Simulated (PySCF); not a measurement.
SMILES CC(C)[NH][GaH2] at its GFN2-xTB optimised geometry (Å):

```
15

Ga     1.2605     0.7246     0.0000
H      0.4769     2.0606     0.0000
H      2.8133     0.7246     0.0000
N      0.5167    -0.9259     0.0773
C     -0.8719    -1.3615    -0.0142
C     -1.7615    -0.1332     0.1231
C     -1.1403    -2.0749    -1.3417
H      1.1458    -1.7250     0.0373
H     -1.0945    -2.0606     0.8079
H     -2.8133    -0.4079     0.1221
H     -1.5228     0.3851     1.0547
H     -1.5619     0.5443    -0.7115
H     -2.1835    -2.3731    -1.4111
H     -0.9062    -1.4045    -2.1684
H     -0.5181    -2.9633    -1.4299
```

Calculation: PySCF with PBE0/def2-TZVP.

Map of the electrostatic potential (hartree/e), clipped to [-0.08, 0.12] on the plane z = 0.8 Å:

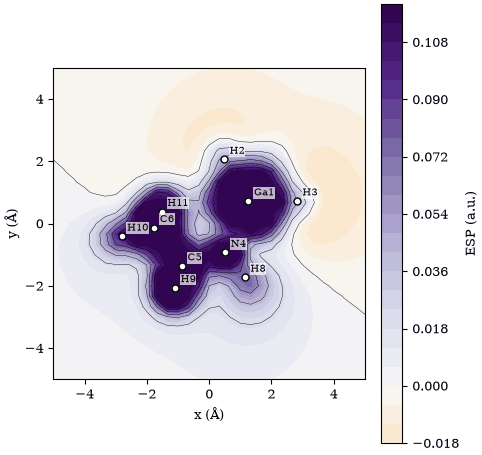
Figure: Electrostatic potential (hartree/e), clipped to [-0.08, 0.12] on the plane z = 0.8 Å.
